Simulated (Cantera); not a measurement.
Feed: 1 mol Al(CH3)3, 1.4 mol H2O, a varied amount of N2, at 2198 K and 0.100 bar.

Equilibrium computed with Cantera from the NASA thermochemical tables; the gas is ideal and each condensed phase is pure. Candidate condensed phases: Al, AlN, Al2O3, C, C6H6, C7H8, C8H18, H2O; 148 gas species. The feed counts by its element totals alone. Rates play no part.

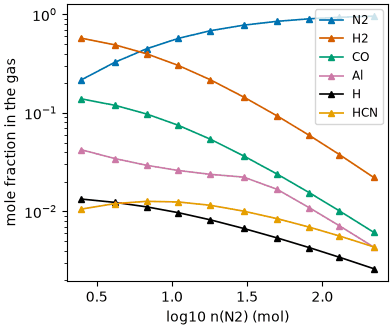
Fig. 1. Equilibrium gas composition (values under 1e-9 drawn at 1e-9)

### Question
Read off the mole fractions at 130 mol N2.

### Answer
N2 about 0.94, H2 about 0.038, CO about 0.010, Al about 0.0071, HCN about 0.0056, H about 0.0034.
